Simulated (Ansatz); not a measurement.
C2H6B: several calculations on one system

## 1. Relaxation

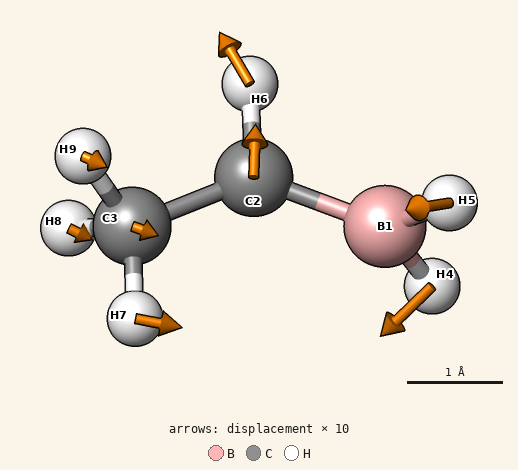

A relaxation of C$_{2}$H$_{6}$B (charge +1). The starting structure is drawn; orange arrows show the displacements, magnified 10 times. The two geometries are superimposed by the best rigid fit.

Style: ball-and-stick. Shown at a tilt.

The run prepares an end point of a later path (torsion) calculation, from a guessed geometry.

These are results of RKS B3LYP-D4/def2-mTZVP (Ansatz), not measurements.

Input
```yaml
crystal:
  periodic: [false, false, false]
  atoms:
    - { symbol: B, position_ang: [-0.44893, 0.78457, -1.19855] }
    - { symbol: C, position_ang: [-0.21539, 0.31522, 0.18364] }
    - { symbol: C, position_ang: [0.48477, -0.80308, 0.74118] }
    - { symbol: H, position_ang: [-1.39323, 0.46434, -1.80827] }
    - { symbol: H, position_ang: [0.26629, 1.54398, -1.7256] }
    - { symbol: H, position_ang: [-0.67741, 0.97055, 0.93091] }
    - { symbol: H, position_ang: [0.95129, -1.4541, 0.00657] }
    - { symbol: H, position_ang: [-0.19175, -1.37427, 1.39516] }
    - { symbol: H, position_ang: [1.22437, -0.44723, 1.47497] }
total_charge: 1
basis:
  gaussian: { orbitals: def2-mTZVP }
hamiltonian:
  xc: b3lyp
  dispersion: d4
relax:
  f_tol: 0.015
  max_steps: 40
output:
  orbitals: {}
```

Command:
```bash
ansatz run input.yaml --threads 1 --pin off --max-ram 2048MiB --backend cpu --events-out ev --progress --plain --runs-dir out
```

Question: Describe the change and its energy.

Answer: The largest moves after the best rigid fit, 0.080 Å, are those of H4 and H5. By element the largest moves are H 0.080 Å, C 0.063 Å, B 0.007 Å. Near-neighbour distances that change, for instance: B1–C2 1.478 → 1.503 Å, B1–H4 1.169 → 1.191 Å, C2–C3 1.432 → 1.443 Å, C3–H8 1.101 → 1.106 Å. Bond angles that change, for instance: H4–B1–H5 115.9° → 121.6°, B1–C2–C3 133.6° → 127.9°, B1–C2–H6 112.4° → 116.7°. Over 7 geometry steps the energy falls by 0.050 eV. The largest force component goes from 0.66 to 0.0067 eV/Å. Cost: 20 s on 1 thread of Arm Neoverse V1, on a shared host, peak memory 0.12 GiB.

## 2. Relaxation

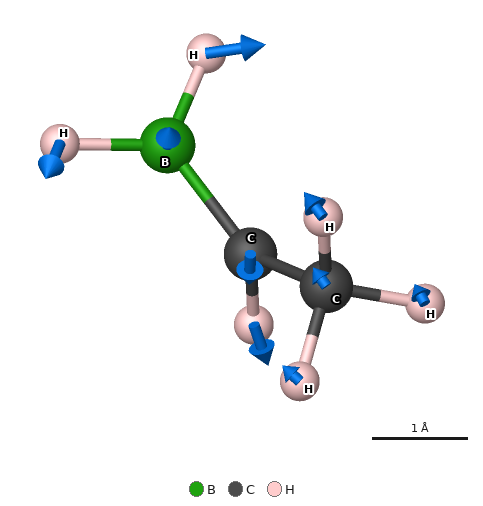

A relaxation of C2H6B (charge +1). The starting structure is drawn; blue arrows show the displacements, 10 times their true length. The two geometries are superimposed by the best rigid fit.

The picture is a ball-and-stick view, seen from a free direction.

The run prepares an end point of a later path (torsion) calculation, from a guessed geometry.

Level of theory: RKS B3LYP-D4/def2-mTZVP (Ansatz).

Input
```yaml
crystal:
  periodic: [false, false, false]
  atoms:
    - { symbol: B, position_ang: [-0.44893, 0.78457, -1.19855] }
    - { symbol: C, position_ang: [-0.21539, 0.31522, 0.18364] }
    - { symbol: C, position_ang: [-0.6037, 0.80679, 1.47176] }
    - { symbol: H, position_ang: [-1.39323, 0.46434, -1.80827] }
    - { symbol: H, position_ang: [0.26629, 1.54398, -1.7256] }
    - { symbol: H, position_ang: [0.37859, -0.60531, 0.21737] }
    - { symbol: H, position_ang: [-1.19865, 1.71592, 1.44627] }
    - { symbol: H, position_ang: [0.28955, 0.9424, 2.10051] }
    - { symbol: H, position_ang: [-1.1253, 0.01282, 2.0282] }
total_charge: 1
basis:
  gaussian: { orbitals: def2-mTZVP }
hamiltonian:
  xc: b3lyp
  dispersion: d4
relax:
  f_tol: 0.015
  max_steps: 40
```

Command:
```bash
ansatz run input.yaml --threads 1 --pin off --max-ram 2048MiB --backend cpu --events-out ev --progress --plain --runs-dir out
```

Question: Describe the change and its energy.

Answer: The energy falls by 5.71 kJ/mol in 7 geometry steps. Largest force component: 0.69 eV/Å at the start, 0.0079 eV/Å at the end. The atom that moves furthest after the best rigid fit is H5 (0.065 Å). Largest moves by element: H 0.065 Å, C 0.050 Å, B 0.035 Å. Among the contacts that change: B1–C2 1.478 → 1.503 Å, B1–H4 1.169 → 1.191 Å, C2–C3 1.432 → 1.443 Å, C3–H8 1.101 → 1.106 Å. Bond angles that change, for instance: B1–C2–C3 133.6° → 127.9°, H4–B1–H5 115.9° → 121.6°, B1–C2–H6 112.4° → 116.7°. Cost: 20 s on 1 thread of Arm Neoverse V1 (shared host), peak memory 0.12 GiB.

## 3. Path

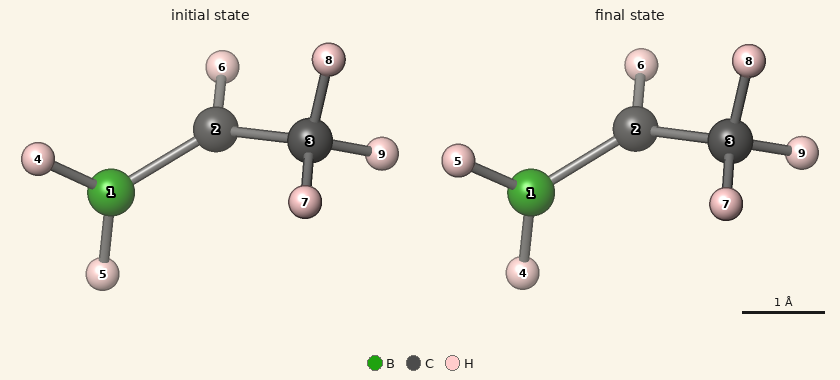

The two relaxed end points of a path for C₂H₆B (charge +1). A ball-and-stick model, seen from a free direction.

The calculation used Ansatz, RKS B3LYP-D4/def2-mTZVP.

Settings: 7 movable images; climbing image; force threshold 0.03 eV/Å; iteration limit 60.

Start:
```xyz
9

B    -0.4463    0.7807   -1.2037
C    -0.2429    0.3559    0.2237
C     0.4802   -0.7929    0.7126
H    -1.3999    0.3852   -1.7970
H     0.3396    1.5197   -1.7076
H    -0.6954    0.9891    0.9958
H     0.9361   -1.4309   -0.0371
H    -0.1995   -1.3684    1.3679
H     1.2281   -0.4384    1.4455
```

End:
```xyz
9

B    -0.4463    0.7803   -1.2034
C    -0.2433    0.3559    0.2241
C     0.4803   -0.7928    0.7126
H     0.3403    1.5194   -1.7068
H    -1.3998    0.3852   -1.7977
H    -0.6957    0.9898    0.9958
H     0.9359   -1.4303   -0.0376
H    -0.1996   -1.3687    1.3674
H     1.2282   -0.4388    1.4456
```

What barrier does the band find between them, and by what path?

Answer. The two ends have the same energy, and the highest point, image 4, lies 15.9 kcal/mol above the start. The motion is a rotation about the B1–C2 bond by about 180°. No bond forms or breaks between the ends. Among the angles between lasting bonds that change up to the highest image: C2–C3–H9 108.0° → 121.7°, H7–C3–H9 111.2° → 117.4°. The band converged in 47 iterations, with a climbing image at the top. At the top, the vibrational analysis gives one imaginary mode (292i cm⁻¹), as a transition state must have.

Energies of the converged images:

| image | path (Å) | E (kcal/mol) |
| --- | --- | --- |
| 0 | 0.00 | 0.0 |
| 1 | 0.58 | 0.2 |
| 2 | 1.17 | 3.1 |
| 3 | 1.75 | 13.2 |
| 4 | 2.34 | 15.9 |
| 5 | 3.16 | 14.4 |
| 6 | 3.97 | 9.9 |
| 7 | 4.79 | 2.4 |
| 8 | 5.61 | 0.0 |

The geometry at the top of the path:

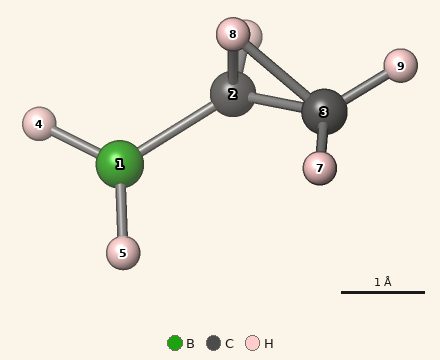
